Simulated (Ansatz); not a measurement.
# Run report: NbS$_{2}$ (charge −1), single-point calculation

System: NbS$_{2}$, charge −1.
Method: RKS PBE-D4/def2-TZVPD (Ansatz 0.2.0).

The geometry comes from this level: PBE-D4/def2-TZVP.

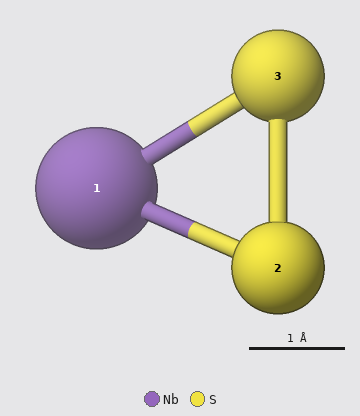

**Figure 1.** The structure (ball-and-stick view, seen at a tilt; atoms are numbered from 1 in the order of the input). Sticks mark near contacts. Bond lengths as drawn: Nb–S 2.32 Å and S–S 2.06 Å.

Results in brief:

```json
{"quantity": "outcome", "value": "converged"}
{"quantity": "total energy", "value": "−23212.9878 eV"}
{"quantity": "mean-field energy", "value": "−23212.8456 eV"}
{"quantity": "dispersion energy", "value": "−0.1422 eV"}
{"quantity": "SCF solution under orbital rotations", "value": "stable"}
{"quantity": "HOMO", "value": "1.66 eV"}
{"quantity": "LUMO", "value": "1.39 eV"}
{"quantity": "hardware", "value": "4 threads of Arm Neoverse V2, 23 GiB of memory available, shared host"}
{"quantity": "wall time", "value": "1.8 s (CPU time 6.3 s)"}
{"quantity": "peak memory", "value": "0.17 GiB"}
```

Remarks:

The highest filled orbital lies above zero: either the extra electron isn't bound at this level, or the self-interaction error of the functional lifts the level.

Input file:
```yaml
crystal:
  periodic: [false, false, false]
  atoms:
    - {symbol: Nb, position_ang: [1.158461, -0.765336, 0.011840]}
    - {symbol: S, position_ang: [-0.583741, 0.359864, -1.035771]}
    - {symbol: S, position_ang: [-0.574720, 0.405462, 1.023932]}
basis:
  gaussian: {orbitals: def2-TZVPD, initial_orbitals: start.molden}
total_charge: -1
hamiltonian: {xc: pbe, dispersion: d4}
scf: {omitted_lower_state_checks: [starts]}
output: {orbitals: {seedname: orbitals}}
```

Launched with:
```bash
ansatz run in.yaml --threads 4 --pin off --events-out ev --progress --plain --max-ram 3916MiB
```

Log:
```
Functional definition: PBE
  name "PBE"
  cite "Perdew, Burke & Ernzerhof, Phys. Rev. Lett. 77, 3865 (1996) doi:10.1103/PhysRevLett.77.3865"
  parent pbe
  parameter kappa = 0.804
  parameter beta = 0.06672455060314922
  exchange = pbe_x(kappa = kappa, mu = beta*pi^2/3)
  correlation = pbe_c(beta = beta)
these checks for a lower state are left out or cut short: starts
904 factors; their error is unknown
mean field evaluation 1: about -23212.7269 eV, gradient 1.1e1 eV
mean field evaluation 2: about -23212.8517 eV, gradient 2.5e-1 eV
mean field evaluation 4: about -23212.8455 eV, gradient 5.1e-2 eV
mean field evaluation 8: about -23212.8455 eV, gradient 9.3e-6 eV
mean field -23212.84553981 eV, -853.0563393562 hartree, gradient 9.3e-6 eV, S^2 0.000000; 0 other end points of the search recorded, 0 dependent functions left out
reference -23212.84557453 eV, -853.0563406321 hartree; 23, 23 occupied and 109, 109 virtual orbitals, 904 factors
Total energy: -23212.98781411 eV, -853.0615678403 hartree
Checks for a lower state left out: starts
```

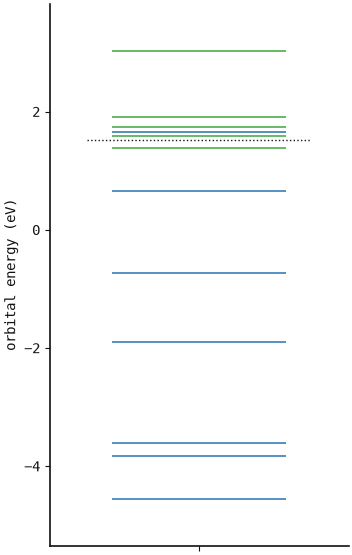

**Figure 2.** Orbital energies near the frontier; the dotted line parts filled from empty levels, and levels within 0.02 eV of each other stand side by side. Highest filled 1.66 eV, lowest empty 1.39 eV, −0.27 eV apart.
